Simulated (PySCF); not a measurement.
CH$_{3}$BF$_{4}$Si (SMILES FB(F)[SiH2]C(F)F)

```xyz
10

F     2.6842    1.0475    0.6842
B     1.7519    0.5405   -0.0953
F     1.9033    0.7141   -1.3940
Si    0.1556   -0.4926    0.6221
C    -1.3721   -0.0457   -0.4589
F    -2.4895   -0.6378    0.0322
F    -1.5533    1.3039   -0.4188
H     0.3977   -1.9618    0.4899
H    -0.1520   -0.1499    2.0386
H    -1.2717   -0.3371   -1.5213
```

Geometry: PBE0-D3(BJ)/def2-SVP.

These are results of PBE0/pcSseg-1, SCF density, gas phase, non-relativistic in PySCF 2.14.0, not measurements.

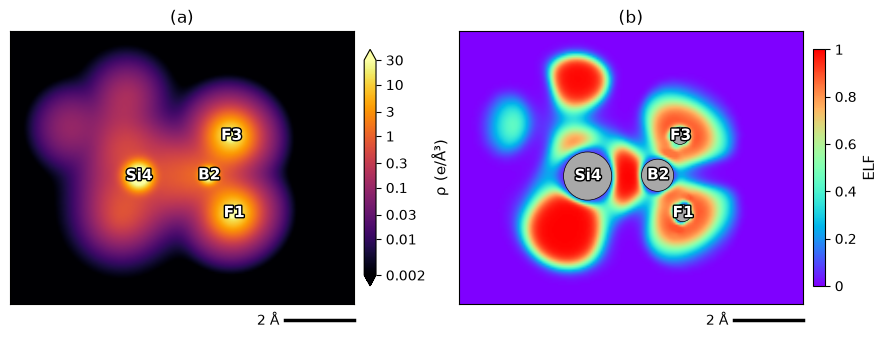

Figure 1. (a) electron density; (b) electron localisation function on the plane of atoms F1, B2 and F3. Grey discs cover the atomic cores in the ELF map.

**Read the bonding off the picture.**

The section cuts through F, B and Si sites.
B–F (1.32 Å): ρ at the midpoint is about 2.3 e/Å³; the ELF peaks at about 0.85 between the atoms; a shared but strongly polarised pair.
Si–B (2.03 Å): ρ at the midpoint is about 0.8 e/Å³; the ELF peaks at about 1 between the atoms (a shared electron pair).
The ELF also peaks beside F1 and F3, away from the bonds: lone-pair regions.

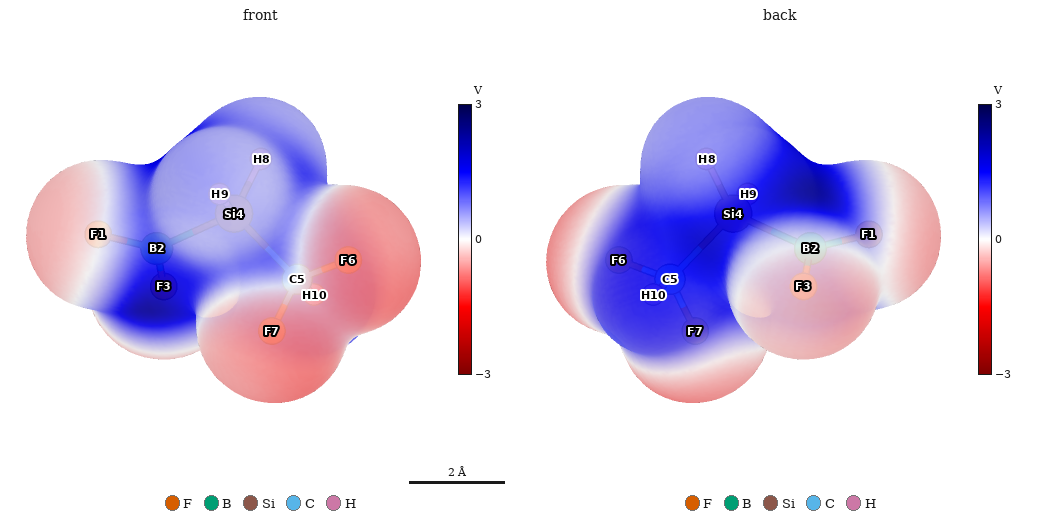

Figure 2. The molecular electrostatic potential painted on the density surface at 0.002 e/bohr³, seen from the front and from behind; the colour scale runs from red (negative) to blue (positive).

**Describe the electrostatic potential map.**

The most negative region (about −0.8 V, or −18 kcal/mol for a unit charge) lies over F6 and F7, the most positive (about +2.2 V, or +51 kcal/mol for a unit charge) over B2.
